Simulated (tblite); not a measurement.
**C₈H₁₃FSi: geometry relaxation (part 4 of 4)**

The same run, continued: C₈H₁₃FSi; GFN2-xTB geometry optimisation, gas phase (tblite 0.8.0). It belongs to a series of runs on one base structure; here: H on C replaced by cPr.

Geometry of the input (Å):
```
C  2.5823  -2.4380  -0.6713
C  2.0714  -1.6816  0.1159
C  1.4810  -0.7726  1.1130
C  0.1812  -0.0638  0.6164
F  -0.1994  0.7668  1.6550
Si -1.3104  -1.2654  0.3982
C  -2.8893  -0.3244  0.1718
C  0.4505  0.8018  -0.5953
C  1.1764  2.1115  -0.4584
C  -0.2928  2.1013  -0.8080
H  3.0138  -3.1031  -1.3766
H  2.2072  -0.0057  1.3782
H  1.2669  -1.3120  2.0519
H  -1.0823  -2.1405  -0.7865
H  -1.4275  -2.1428  1.5932
H  -3.7421  -1.0108  0.1018
H  -2.8607  0.2882  -0.7273
H  -3.0794  0.3305  1.0249
H  0.6745  0.2118  -1.4773
H  1.8853  2.3900  -1.2267
H  1.4410  2.4644  0.5370
H  -0.9899  2.4439  -0.0550
H  -0.5622  2.3775  -1.8125
```

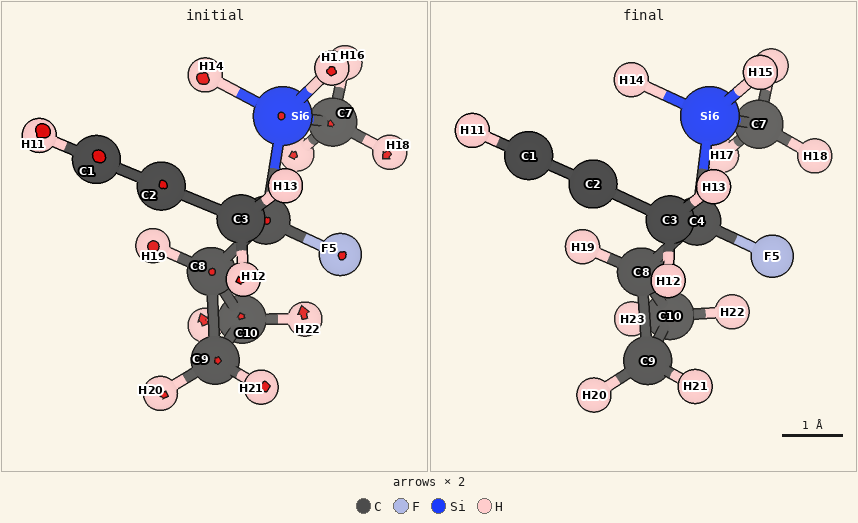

Figure 1. Before (left) and after (right) the relaxation, at one scale (ball-and-stick view, seen at a tilt). The red arrows give the displacements, magnified 2 times. The atom that moves furthest after the best rigid fit is H11 (0.23 Å). Largest moves by element: H 0.23 Å, C 0.17 Å, F 0.08 Å, Si 0.06 Å. Distances before and after: Si6–C7 1.852 → 1.893 Å, C2–C3 1.473 → 1.445 Å, C3–C4 1.562 → 1.535 Å, Si6–H14 1.490 → 1.465 Å. Among the angles that change: C4–Si6–H15 109.7° → 106.5°, H14–Si6–H15 107.7° → 110.8°, H12–C3–H13 105.4° → 108.3°. Over 67 geometry steps the energy falls by 2.94 kcal/mol. The largest force component goes from 1.2 to 0.008 eV/Å. (Atoms are counted from 1 in the order of the input.)

Key numbers:

```json
{"quantity": "outcome", "value": "converged"}
{"quantity": "total energy", "value": "−819.5963 eV"}
{"quantity": "wall time", "value": "0.58 s"}
{"quantity": "peak memory", "value": "0.18 GiB"}
```
